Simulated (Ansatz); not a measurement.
**NH3 (ammonia) at revPBE/6-31G**

Aim: the electronic atomisation energy of NH3 (ammonia) at revPBE/6-31G, from 3 runs. 

The calculation is run with Ansatz 0.2.0.

48 further runs of the same task are left out: 48 set aside as unsound or not needed.

### 1 The molecule

The species is NH3 (4 atoms), meant as a singlet with charge 0. As SMILES, `N`. The coordinates come from a PBE0-D4/def2-TZVP relaxation.

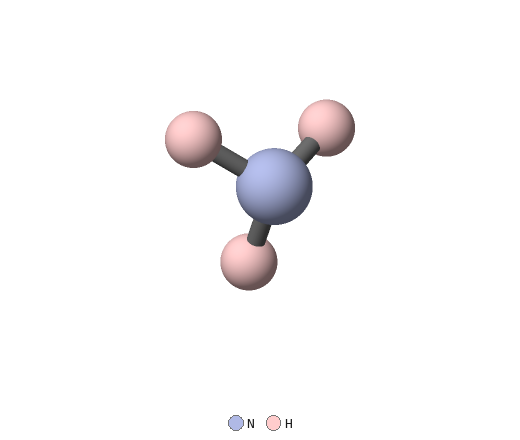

Viewed from a chosen angle; nitrogen light blue, hydrogen pink.

### 2 The energy at revPBE/6-31G

The input, input.yaml:

```yaml
basis:
  gaussian:
    orbitals: 6-31G
crystal:
  periodic: [false, false, false]
  atoms:
    - {symbol: N, position_ang: [-0.069910, 0.249470, 0.110930]}
    - {symbol: H, position_ang: [0.490470, -0.301820, 0.749180]}
    - {symbol: H, position_ang: [-0.887480, -0.301940, -0.118910]}
    - {symbol: H, position_ang: [0.466920, 0.354280, -0.741200]}
hamiltonian:
  xc: {name: revPBE}
accuracy: high
```

Started as:

```sh
$ ansatz run input.yaml --threads 1 --pin off --max-ram 3480MiB --events-out events.jsonl --progress --plain --runs-dir runs
```

Log:

```text
Warning: RAYON_NUM_THREADS=1 ignored (pool sized by the plan → 1); use --threads N
Functional definition: revPBE
  name "revPBE"
  parameter kappa = 1.245
  parameter beta = 0.06672455060314922
  exchange = pbe_x(kappa = kappa, mu = beta*pi^2/3)
  correlation = pbe_c(beta = beta)
351 factors; integrals over basis functions are off by at most 8.1e-9 eV
mean field evaluation 1: about -1531.7529 eV, gradient 5.4e1 eV
mean field evaluation 2: about -1522.2112 eV, gradient 8.1e1 eV
mean field evaluation 4: about -1537.7102 eV, gradient 1.2e-1 eV
mean field evaluation 8: about -1537.7019 eV, gradient 7.6e-4 eV
mean field evaluation 16: about -1537.7019 eV, gradient 1.8e-7 eV
mean field -1537.70194520 eV, -56.5095041942 hartree, gradient 3.5e-9 eV, S^2 0.000000; 0 other end points of the search recorded, 0 dependent functions left out
reference -1537.70194703 eV, -56.5095042615 hartree; 5, 5 occupied and 10, 10 virtual orbitals, 351 factors
Total energy: -1537.70194703 eV, -56.5095042615 hartree
```

Run time: 0.28 s. Hardware: 1 thread of Intel Xeon 6975P-C (Granite Rapids), shared host.

### 3 The H atom

The input, job.yaml:

```yaml
crystal:
  periodic: [false, false, false]
  atoms:
    - {symbol: H, position_ang: [0.000000, 0.000000, 0.000000]}
basis:
  gaussian:
    orbitals: 6-31G
magnetization:
  spin_polarized: true
  initial_magnetization: 1
hamiltonian:
  xc: {name: revPBE}
accuracy: high
```

Run the same way, it converges to -0.50194 Eh (log not shown).

### 4 The N atom, same level

The input, molecule.yaml:

```yaml
crystal:
  periodic: [false, false, false]
  atoms:
    - {symbol: N, position_ang: [0.000000, 0.000000, 0.000000]}
basis:
  gaussian:
    orbitals: 6-31G
magnetization:
  spin_polarized: true
  initial_magnetization: 3
hamiltonian:
  xc: {name: revPBE}
accuracy: high
```

Run the same way, it converges to -54.56705 Eh (log not shown).

### 5 Results

Level: revPBE/6-31G.

| quantity | value |
| --- | --- |
| molecule: total energy | -56.50950 Eh |
| H atom: total energy | -0.50194 Eh |
| H atom: ⟨S²⟩ | 0.750 |
| N atom: total energy | -54.56705 Eh |
| N atom: ⟨S²⟩ | 3.751 |
| electronic atomisation energy | 11.882 eV |

What this shows: Taking the molecule apart into free atoms costs 11.88 eV (274 kcal/mol), before zero-point energy and without spin-orbit coupling. The basis has no polarisation functions, which makes bonds too weak.
